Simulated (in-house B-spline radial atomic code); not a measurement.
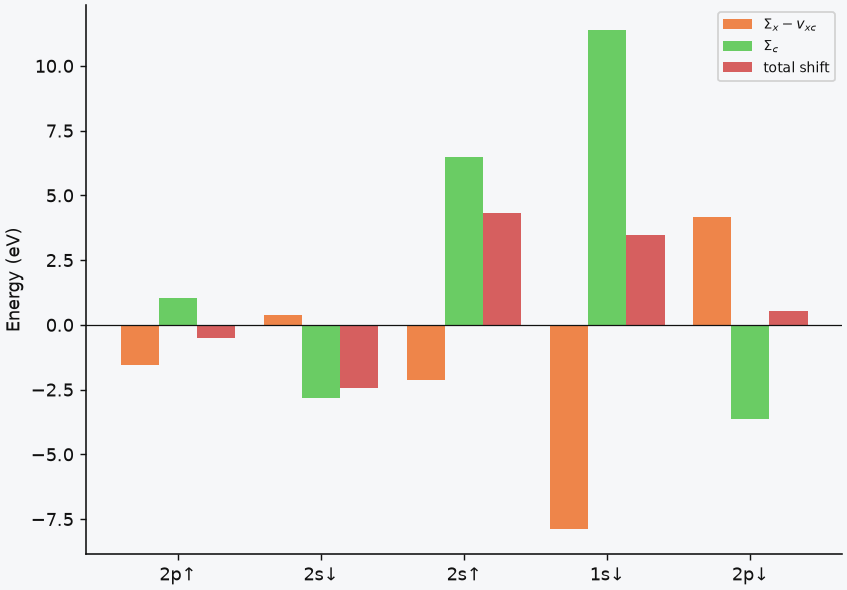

Parts of the G₀W₀ correction to each level for Si⁷⁺ ([He] 2s² 2p³). All-electron spherical atom, non-relativistic, PBE with 90 % exact exchange start, no spin-orbit coupling, Breit or QED terms; computed with a B-spline radial code. The quasi-particle equation is solved at full frequency; levels of low quasi-particle weight Z are left out.

What does the figure show?

G₀W₀ moves the highest occupied level, 2p↑, from −303.9 to −304.4 eV (renormalisation factor Z = 0.98). The empty level 2p↓ goes from −246.6 to −246.1 eV.

```
Level  Mean field (eV)  Σx − vxc (eV)  Σc (eV)     Z  G₀W₀ (eV)
  2p↑           −303.9           −1.5      1.0  0.98     −304.4
  2s↓           −320.2            0.4     −2.8  0.98     −322.6
  2s↑           −347.5           −2.1      6.5  0.89     −343.2
  1s↓          −2077.8           −7.9     11.4  0.97    −2074.3
  2p↓           −246.6            4.2     −3.6  0.99     −246.1
```
